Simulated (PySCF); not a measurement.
C3H9OP, SMILES `COCPC`.

Method: CAM-B3LYP/6-31+G*; geometry: GFN2-xTB; program: PySCF. No frequency check shows the geometry to be a minimum. GFN2-xTB bond lengths at metals and heavier atoms can be off by up to 0.1 Å and shapes distorted, which carries into these values.

Geometry (Å), atoms numbered from 1:

```
C1      -2.5072   -0.2941   -0.0226
O2      -1.1426   -0.2410   -0.3462
C3      -0.4224    0.6762    0.4333
P4       1.3566    0.6346   -0.1145
C5       1.6697   -1.1694    0.1494
H6      -2.6550   -0.6025    1.0200
H7      -2.9580   -1.0286   -0.6873
H8      -2.9874    0.6809   -0.1727
H9      -0.8130    1.6981    0.3058
H10     -0.4821    0.4282    1.5058
H11      1.0162    0.5144   -1.4636
H12      0.8352   -1.7589   -0.2216
H13      2.5830   -1.4450   -0.3740
H14      1.8118   -1.3538    1.2139
```

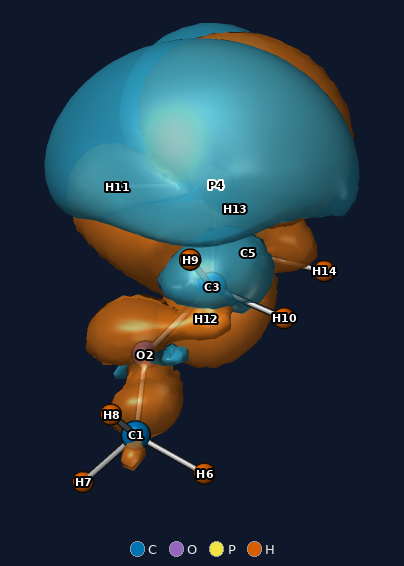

Unrelaxed difference density of S₂ less the ground state (full linear response singlet states), ±0.006 e/Å³; light blue: gain, orange: loss.

### How does the charge move on excitation?

0.74 e is displaced in all, of which about 0.3 e passes between atoms: P4 (0.25 e) loses electrons and C3 (0.11 e) and H9 (0.08 e) gain them. The state: 6.34 eV (196 nm), f = 0.101 (bright), partly diffuse acceptor orbital; the leading pair carries 99 %; hole on P4 (69 %), C5 (8 %) and C3 (6 %), electron on P4 (45 %), C3 (18 %) and C5 (9 %) (atom shares of so diffuse an orbital are rough); their centroids lie 0.8 Å apart; S₁ lies within 0.1 eV of it.
